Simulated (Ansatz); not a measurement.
# Si10H18 bond disc (Si8Sn2H18): structure and electronic state

Aim: characterise Si10H18 bond disc (Si8Sn2H18) as a singlet: its structure, frontier levels and distribution of charge.

Computed with Ansatz 0.2.0, Gaussian basis. Level: RKS PBE0-D4/def2-TZVP.

Plan: relaxation at PBE0-D4/def2-SVP; a single point at PBE0-D4/def2-TZVP.

6 further runs of the same task are left out: 3 that didn't finish, 3 set aside as unsound or not needed. Runs told in other sessions of the task aren't counted.

## (1) Where the work starts

28 atoms, charge 0, spin multiplicity 1.

Atoms are counted from 1 here; the program's logs count them from 0.

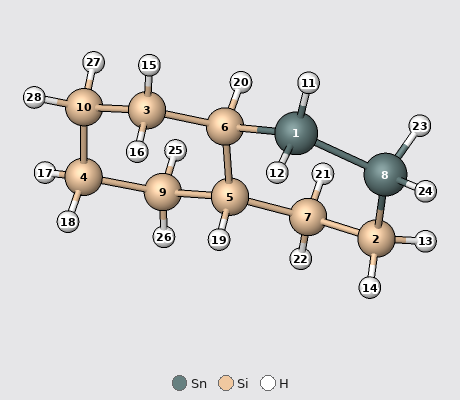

As it starts; tin teal, silicon light orange, hydrogen white; atoms are numbered from 1 in the order of the file.

Geometry (Å):

```mol
H18Si8Sn2
  3D, bonds by distance, orders not assigned

 28 29  0  0  0  0  0  0  0  0999 V2000
   -2.2207    0.4363    2.1290 Sn  0  0
   -2.0794    3.6254   -1.0492 Si  0  0
    0.7971   -2.3077    2.0237 Si  0  0
    3.5375   -2.0641   -0.7212 Si  0  0
    0.5531    0.5498   -0.7637 Si  0  0
   -0.5483   -0.9226    0.7230 Si  0  0
   -0.7335    2.0227   -2.0713 Si  0  0
   -3.4492    2.5383    0.7977 Sn  0  0
    2.1417   -0.6806   -1.9620 Si  0  0
    2.3295   -3.4504    0.7015 Si  0  0
   -3.3567   -0.3973    3.0864 H   0  0
   -1.3847    1.1605    3.4152 H   0  0
   -3.0295    4.3254   -1.9076 H   0  0
   -1.2949    4.6805   -0.4127 H   0  0
   -0.0210   -3.1786    2.8729 H   0  0
    1.5021   -1.4346    2.9702 H   0  0
    4.4479   -2.8251   -1.5890 H   0  0
    4.4434   -1.2190    0.0723 H   0  0
    1.3097    1.4344    0.1627 H   0  0
   -1.4487   -1.7517   -0.0985 H   0  0
   -1.5875    1.1963   -2.9407 H   0  0
    0.1563    2.7401   -2.9990 H   0  0
   -4.8463    1.8924    0.0954 H   0  0
   -4.2370    3.6174    1.8444 H   0  0
    1.3669   -1.5113   -2.8988 H   0  0
    2.8822    0.2358   -2.8390 H   0  0
    1.5681   -4.3896   -0.1391 H   0  0
    3.2017   -4.3227    1.4973 H   0  0
  1  6  8  0
  1  8  8  0
  1 11  8  0
  1 12  8  0
  2  7  8  0
  2  8  8  0
  2 13  8  0
  2 14  8  0
  3  6  8  0
  3 10  8  0
  3 15  8  0
  3 16  8  0
  4  9  8  0
  4 10  8  0
  4 17  8  0
  4 18  8  0
  5  6  8  0
  5  7  8  0
  5  9  8  0
  5 19  8  0
  6 20  8  0
  7 21  8  0
  7 22  8  0
  8 23  8  0
  8 24  8  0
  9 25  8  0
  9 26  8  0
 10 27  8  0
 10 28  8  0
M  END
```

Sn takes a core potential in the def2 sets. No spin-orbit coupling is included.

The start is a GFN2-xTB geometry.

## (2) Relaxation at PBE0-D4/def2-SVP

File in.yaml:

```yaml
crystal:
  periodic: [false, false, false]
  atoms:
    - {symbol: Sn, position_ang: [-2.220660, 0.436310, 2.129040]}
    - {symbol: Si, position_ang: [-2.079370, 3.625430, -1.049160]}
    - {symbol: Si, position_ang: [0.797100, -2.307670, 2.023740]}
    - {symbol: Si, position_ang: [3.537540, -2.064060, -0.721210]}
    - {symbol: Si, position_ang: [0.553120, 0.549780, -0.763740]}
    - {symbol: Si, position_ang: [-0.548290, -0.922600, 0.723030]}
    - {symbol: Si, position_ang: [-0.733520, 2.022700, -2.071290]}
    - {symbol: Sn, position_ang: [-3.449160, 2.538280, 0.797740]}
    - {symbol: Si, position_ang: [2.141740, -0.680620, -1.961950]}
    - {symbol: Si, position_ang: [2.329520, -3.450370, 0.701470]}
    - {symbol: H, position_ang: [-3.356730, -0.397270, 3.086360]}
    - {symbol: H, position_ang: [-1.384740, 1.160510, 3.415220]}
    - {symbol: H, position_ang: [-3.029480, 4.325400, -1.907610]}
    - {symbol: H, position_ang: [-1.294940, 4.680520, -0.412680]}
    - {symbol: H, position_ang: [-0.020990, -3.178610, 2.872890]}
    - {symbol: H, position_ang: [1.502080, -1.434630, 2.970160]}
    - {symbol: H, position_ang: [4.447950, -2.825050, -1.589010]}
    - {symbol: H, position_ang: [4.443410, -1.218980, 0.072290]}
    - {symbol: H, position_ang: [1.309730, 1.434380, 0.162700]}
    - {symbol: H, position_ang: [-1.448690, -1.751710, -0.098470]}
    - {symbol: H, position_ang: [-1.587460, 1.196250, -2.940740]}
    - {symbol: H, position_ang: [0.156260, 2.740100, -2.999020]}
    - {symbol: H, position_ang: [-4.846290, 1.892430, 0.095370]}
    - {symbol: H, position_ang: [-4.237000, 3.617350, 1.844380]}
    - {symbol: H, position_ang: [1.366900, -1.511330, -2.898790]}
    - {symbol: H, position_ang: [2.882150, 0.235810, -2.838980]}
    - {symbol: H, position_ang: [1.568110, -4.389610, -0.139090]}
    - {symbol: H, position_ang: [3.201720, -4.322740, 1.497340]}
basis:
  gaussian: {orbitals: def2-SVP}
hamiltonian: {xc: pbe0, dispersion: d4}
scf: {lower_state_search: "off"}
output: {orbitals: {seedname: orbitals}}
relax: {f_tol: 0.03, max_steps: 70}
```

The run is started by

```
$ ansatz run in.yaml --threads 4 --pin off --events-out ev --progress --plain --max-ram 6963MiB
```

Standard output, shortened:

```text
Functional definition: PBE0
  name "PBE0"
  cite "Adamo & Barone, J. Chem. Phys. 110, 6158 (1999) doi:10.1063/1.478522"
  cite "Perdew, Burke & Ernzerhof, Phys. Rev. Lett. 77, 3865 (1996) doi:10.1103/PhysRevLett.77.3865"
  parent pbe
[...]
3121 factors; integrals over basis functions are off by at most 3.8e-4 eV
[...]
mean field -74931.81278417 eV, -2753.6933292112 hartree, gradient 4.4e-6 eV, S^2 0.000000; 0 other end points of the search recorded, 0 dependent functions left out
[...]
reference -74931.81283956 eV, -2753.6933312467 hartree; 87, 87 occupied and 199, 199 virtual orbitals, 3121 factors
relax step   1: F+E_penalty+E_count = -74932.94173410 eV  Δ(F+E_penalty+E_count) = +0.000e0 eV  max|allowed force component| = 6.867e-1 eV/Å  Δτ_max = 0.0000 Å  (14 SCF iters, accepted)
[...]
relax step   3: F+E_penalty+E_count = -74933.52797235 eV  Δ(F+E_penalty+E_count) = -8.634e-2 eV  max|allowed force component| = 1.279e-1 eV/Å  Δτ_max = 0.2000 Å  (18 SCF iters, accepted)
[...]
relax step   5: F+E_penalty+E_count = -74933.55394284 eV  Δ(F+E_penalty+E_count) = -5.732e-3 eV  max|allowed force component| = 1.096e-1 eV/Å  Δτ_max = 0.1474 Å  (16 SCF iters, accepted)
[...]
relax step   7: F+E_penalty+E_count = -74933.55839495 eV  Δ(F+E_penalty+E_count) = -3.056e-3 eV  max|allowed force component| = 7.157e-3 eV/Å  Δτ_max = 0.0445 Å  (18 SCF iters, accepted)
[...]
Atom 13 at    -0.924334     4.298567    -0.063820 Å, force     0.001499     0.001485     0.001466 eV/Å
Atom 14 at    -0.010470    -3.050253     2.887151 Å, force    -0.000482    -0.001262     0.000845 eV/Å
Atom 15 at     1.637761    -1.267853     2.824390 Å, force     0.001573     0.001304     0.001441 eV/Å
Atom 16 at     4.526797    -2.658571    -1.477592 Å, force     0.000428    -0.001169    -0.001177 eV/Å
Atom 17 at     4.228900    -1.026361     0.300063 Å, force     0.001640     0.001777     0.001008 eV/Å
Atom 18 at     1.420020     1.537245     0.211021 Å, force     0.001486    -0.000404     0.001846 eV/Å
Atom 19 at    -1.467047    -1.687490    -0.203196 Å, force     0.001109     0.001118    -0.000056 eV/Å
Atom 20 at    -1.771260     0.920047    -2.686472 Å, force    -0.001460    -0.000807    -0.001789 eV/Å
Atom 21 at     0.030782     2.467531    -3.177860 Å, force     0.001907     0.001115    -0.001609 eV/Å
Atom 22 at    -4.788642     1.579420    -0.205232 Å, force     0.001846     0.000984     0.000818 eV/Å
Atom 23 at    -4.388784     3.550911     1.712545 Å, force     0.001711    -0.004202    -0.003533 eV/Å
Atom 24 at     1.247973    -1.573228    -2.837816 Å, force    -0.000547     0.000023    -0.000864 eV/Å
Atom 25 at     2.854252     0.247355    -2.915133 Å, force     0.000651     0.001043    -0.000540 eV/Å
Atom 26 at     1.337437    -4.222710    -0.372023 Å, force     0.000109    -0.000483     0.000856 eV/Å
Atom 27 at     3.031551    -4.383146     1.365801 Å, force     0.000143     0.000966    -0.000094 eV/Å
Dipole moment:    -0.003325     0.012756    -0.006510 e Å
Checks for a lower state left out: stability, starts, cluster_reference, orbital_swaps, neighbouring_geometries, increment
```

It took 2.8 min on 4 threads of Arm Neoverse V2, shared host; peak memory 1.6 GiB.

Step by step:

| step | energy from step 1 (eV) | largest force component (eV/Å) |
| --- | --- | --- |
| 1 | 0.0000 | 0.6867 |
| 2 | -0.4999 | 0.3527 |
| 3 | -0.5862 | 0.1279 |
| 4 | -0.6065 | 0.0496 |
| 5 | -0.6122 | 0.1096 |
| 6 | -0.6136 | 0.0847 |
| 7 | -0.6167 | 0.0072 |
| 8 | -0.6174 | 0.0096 |
| 9 | -0.6173 | 0.0353 |
| 10 | -0.6176 | 0.0072 |

The force was under the threshold of 0.03 eV/Å already at step 7, but the program went on to step 10.

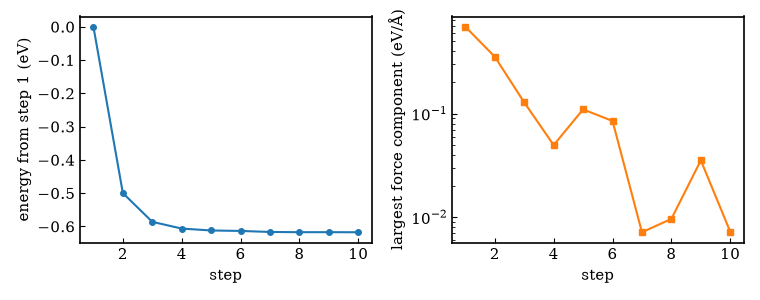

Energy and largest force along the relaxation.

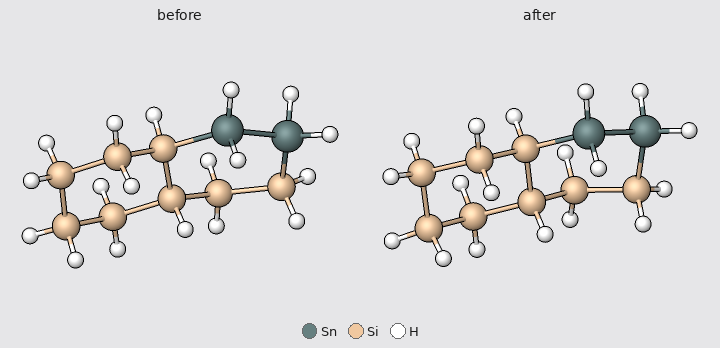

Before and after, at one scale.

Close pairs (by a distance rule), those that changed most:

| bond | before (Å) | after (Å) | change (Å) |
| --- | --- | --- | --- |
| Si2–H13 | 1.459 | 1.498 | +0.038 |
| Si2–H14 | 1.461 | 1.497 | +0.037 |
| Si3–H15 | 1.466 | 1.498 | +0.032 |
| Si3–H16 | 1.468 | 1.498 | +0.030 |
| Si10–H28 | 1.468 | 1.498 | +0.030 |
| Si9–H26 | 1.469 | 1.498 | +0.029 |
| Si2–Sn8 | 2.543 | 2.572 | +0.029 |
| Si4–H17 | 1.470 | 1.498 | +0.028 |

Bonds by kind at the end (by distance):

| bond | count | shortest (Å) | longest (Å) |
| --- | --- | --- | --- |
| Si–Si | 8 | 2.345 | 2.349 |
| Si–Sn | 2 | 2.572 | 2.575 |
| Sn–Sn | 1 | 2.781 | 2.781 |
| H–Si | 14 | 1.497 | 1.500 |
| H–Sn | 4 | 1.717 | 1.718 |

## (3) Single point, PBE0-D4/def2-TZVP

start.molden holds the orbitals of an earlier run on this state, given as this run's starting guess.

File in.yaml:

```yaml
crystal:
  periodic: [false, false, false]
  atoms:
    - {symbol: Sn, position_ang: [-2.184411, 0.541861, 2.238725]}
    - {symbol: Si, position_ang: [-1.918591, 3.524624, -0.872909]}
    - {symbol: Si, position_ang: [0.791628, -2.169618, 1.978888]}
    - {symbol: Si, position_ang: [3.510359, -1.933313, -0.650768]}
    - {symbol: Si, position_ang: [0.625170, 0.614664, -0.664052]}
    - {symbol: Si, position_ang: [-0.636494, -0.821474, 0.696654]}
    - {symbol: Si, position_ang: [-0.780629, 1.861803, -2.073247]}
    - {symbol: Sn, position_ang: [-3.594467, 2.396342, 0.719545]}
    - {symbol: Si, position_ang: [2.081165, -0.652013, -2.000019]}
    - {symbol: Si, position_ang: [2.185744, -3.432204, 0.575969]}
    - {symbol: H, position_ang: [-3.231212, -0.505308, 3.109263]}
    - {symbol: H, position_ang: [-1.200029, 1.367748, 3.378732]}
    - {symbol: H, position_ang: [-2.613158, 4.475425, -1.798618]}
    - {symbol: H, position_ang: [-0.924334, 4.298567, -0.063820]}
    - {symbol: H, position_ang: [-0.010470, -3.050253, 2.887151]}
    - {symbol: H, position_ang: [1.637761, -1.267853, 2.824390]}
    - {symbol: H, position_ang: [4.526797, -2.658571, -1.477592]}
    - {symbol: H, position_ang: [4.228900, -1.026361, 0.300063]}
    - {symbol: H, position_ang: [1.420020, 1.537245, 0.211021]}
    - {symbol: H, position_ang: [-1.467047, -1.687490, -0.203196]}
    - {symbol: H, position_ang: [-1.771260, 0.920047, -2.686472]}
    - {symbol: H, position_ang: [0.030782, 2.467531, -3.177860]}
    - {symbol: H, position_ang: [-4.788642, 1.579420, -0.205232]}
    - {symbol: H, position_ang: [-4.388784, 3.550911, 1.712545]}
    - {symbol: H, position_ang: [1.247973, -1.573228, -2.837816]}
    - {symbol: H, position_ang: [2.854252, 0.247355, -2.915133]}
    - {symbol: H, position_ang: [1.337437, -4.222710, -0.372023]}
    - {symbol: H, position_ang: [3.031551, -4.383146, 1.365801]}
basis:
  gaussian: {orbitals: def2-TZVP, initial_orbitals: start.molden}
hamiltonian: {xc: pbe0, dispersion: d4}
scf: {omitted_lower_state_checks: [starts]}
output: {orbitals: {seedname: orbitals}}
```

Launched as before.

Standard output, shortened:

```text
Functional definition: PBE0
  name "PBE0"
  cite "Adamo & Barone, J. Chem. Phys. 110, 6158 (1999) doi:10.1063/1.478522"
  cite "Perdew, Burke & Ernzerhof, Phys. Rev. Lett. 77, 3865 (1996) doi:10.1103/PhysRevLett.77.3865"
  parent pbe
[...]
3858 factors; their error is unknown
the host lacks memory for fits, so the integrals are decomposed
3627 factors; integrals over basis functions are off by at most 7.4e-4 eV
[...]
mean field -74954.53910394 eV, -2754.5285060584 hartree, gradient 6.4e-5 eV, S^2 0.000000; 0 other end points of the search recorded, 0 dependent functions left out
reference -74954.53917766 eV, -2754.5285087677 hartree; 87, 87 occupied and 417, 417 virtual orbitals, 3627 factors
Total energy: -74955.69959648 eV, -2754.5711533727 hartree
Checks for a lower state left out: starts
```

It took 45 s on 4 threads of Arm Neoverse V2, shared host; peak memory 3.9 GiB.

HOMO -6.98 eV, LUMO -1.28 eV.

Mulliken charges, from this run's orbitals:

Sn1 0.18; Si2 -0.10; Si3 -0.01; Si4 -0.01; Si5 -0.02; Si6 -0.11; Si7 -0.01; Sn8 0.17; Si9 -0.01; Si10 -0.01; H11 -0.04; H12 -0.04; H13 0.00; H14 0.01; H15 0.00; H16 0.01; H17 0.00; H18 0.00; H19 0.02; H20 0.01; H21 0.01; H22 0.00; H23 -0.04; H24 -0.04; H25 0.01; H26 0.00; H27 0.00; H28 0.00

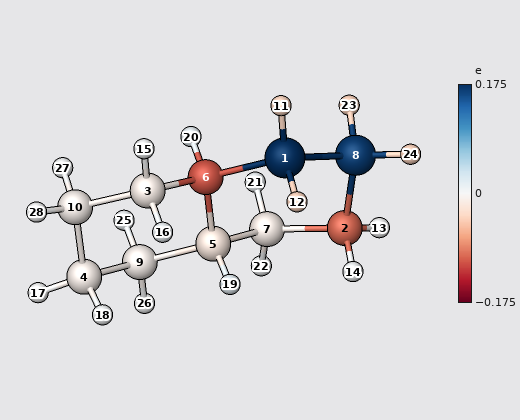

Mulliken charges, from this run's orbitals, as colours on the atoms.

Largest Mayer bond orders: Si4–Si10 0.96; Si2–Si7 0.96; Si4–Si9 0.95; Si3–Si10 0.95; Si3–Si6 0.94; Si5–Si9 0.94; Si5–Si7 0.94; Si4–H17 0.94; Si10–H28 0.94; Si3–H15 0.94.

Orbitals, density, ELF and potential are computed afterwards from the orbital file.

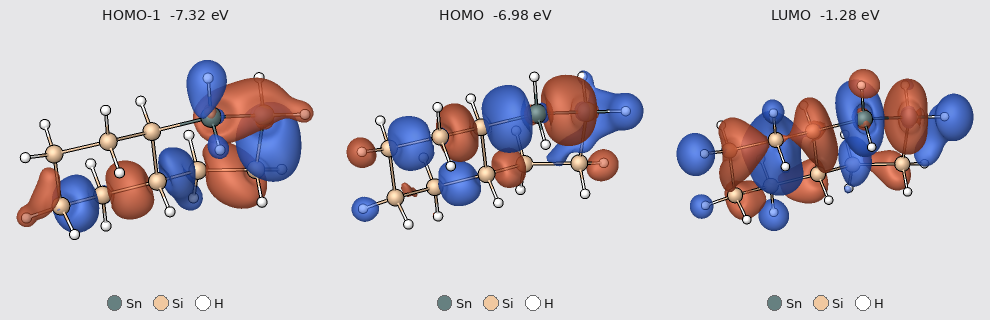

Frontier orbitals at PBE0-D4/def2-TZVP; each surface holds 70 % of the orbital's density, blue and red mark the sign.

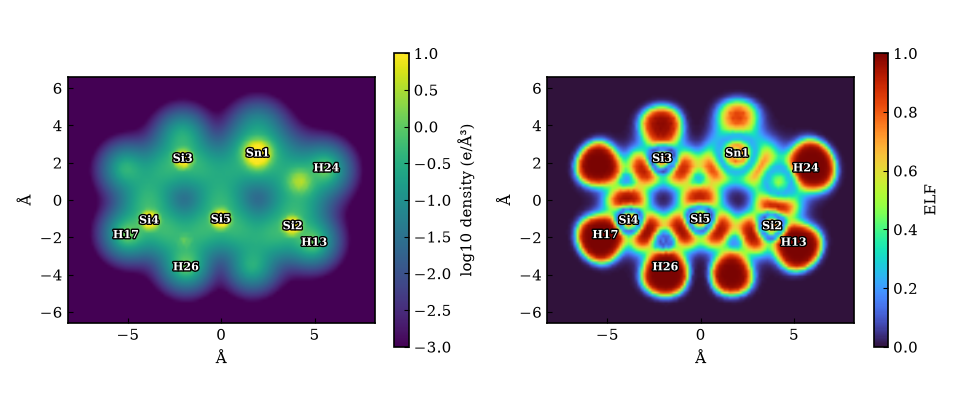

Density (left) and ELF (right) in a plane through or near 9 of the atoms.

## (4) Summary of results

| quantity | value |
| --- | --- |
| point group | C1 |
| commonest bond, hydrogen aside | Si–Si, 8 of mean length 2.347 Å |
| HOMO, LUMO at PBE0-D4/def2-TZVP | -6.98, -1.28 eV |
| dipole at PBE0-D4/def2-SVP | 0.07 D |

The molecule keeps its bonding pattern by the stored test; the atoms moved 0.27 Å (rms). No usable vibrations, so a minimum isn't proven. The HOMO lies nearest to Sn1 18 %; Si6 16 % and the LUMO to Si6 13 %; Sn1 12 %. Whether this spin is the lowest isn't tested here. The point group is read from a loosely relaxed geometry; soft torsions can leave it below the true symmetry.
